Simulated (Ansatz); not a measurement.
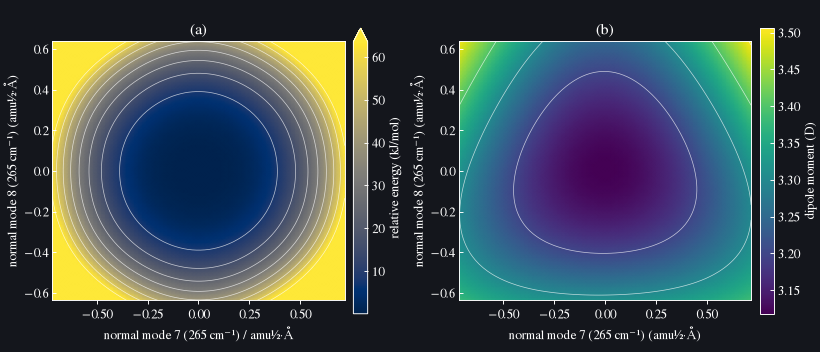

FH3O3Zr, SMILES [OH][Zr]([OH])([OH])[F]. Coordinates scanned: (1) normal mode 7 (265 cm⁻¹); (2) normal mode 8 (265 cm⁻¹). Nothing is relaxed (straight displacements along the two mass-weighted modes). The scan uses a 13 × 13 grid. Points are written as (first, second). All energies are given in kJ/mol relative to the relaxed molecule at the same level. All numbers below come from RKS B3LYP-D4/def2-SVP (Ansatz 0.2.0).

Panel (a) is the energy; panel (b) is the computed dipole moment, in D.

The picture shows a smooth colour map with a few white contour lines, one colour for all values above the top of the scale. Between grid points the surface is interpolated.

Q: How does the dipole moment vary over the map, and what is it at the lowest grid point?

A: Leaving out the highest fifth of the energies, it runs from 3.12 D at (0.00 amu½·Å, 0.000 amu½·Å) to 3.37 D at (0.60 amu½·Å, 0.425 amu½·Å). At the lowest grid point, (0.00 amu½·Å, 0.000 amu½·Å), it is 3.12 D.
